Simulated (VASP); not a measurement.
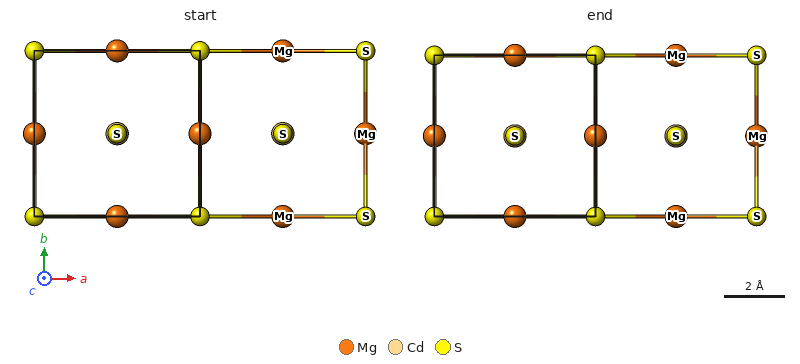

The structure of crystalline Mg2CdS3 (a generated structure, set up in P4/mmm) before (left) and after (right) a relaxation, at one scale.

The picture is a ball-and-stick view of the cell of the calculation, repeated 2 × 1 × 1 with one cell outlined, seen along the c axis.

The run lets cell and atoms move.

Theory: Kohn-Sham DFT of a periodic cell, PBE, VASP PAW PBE potentials, recommended in VASP 6.6.1.

Input file:
```
SYSTEM = Mg2CdS3
  PREC = Normal
  ENCUT = 520
  EDIFF = 1E-4
  ISMEAR = 0
  SIGMA = 0.15
  LREAL = .FALSE.
  LASPH = .TRUE.
  NELM = 60
  ALGO = Fast
  ISIF = 3
  LWAVE = .FALSE.
  LCHARG = .FALSE.
  GGA = PE
  IBRION = 2
  NSW = 24
  EDIFFG = -0.08
```

Launched with:
```bash
cat potpaw_PBE.64/Mg/POTCAR potpaw_PBE.64/Cd/POTCAR potpaw_PBE.64/S/POTCAR > POTCAR
mpirun -np 1 vasp_std > vasp.out
```

Summarise the run.

The largest moves relative to the cell, 0.046 Å, are those of S atoms. Mg and Cd stay in place. Cell: a = b 5.552 → 5.402 Å (−2.7 %), c 4.884 → 4.893 Å (+0.2 %). Volume −5.1 %. Near-neighbour distances that change, for instance: S–S 2.284 → 2.196 Å, Mg–S 3.002 → 2.915 Å, Cd–Mg 2.776 → 2.701 Å, Cd–S 2.442 → 2.447 Å. The space group stays P4/mmm (No. 123). After 7 geometry steps the energy has fallen by 11.6 meV per atom. Largest force component: 0.22 eV/Å at the start, 0.047 eV/Å at the end. The pressure goes from −1.84 to 0.23 GPa.

Limits of the set-up: layers or molecules are held without a dispersion correction, so their spacing is unreliable.
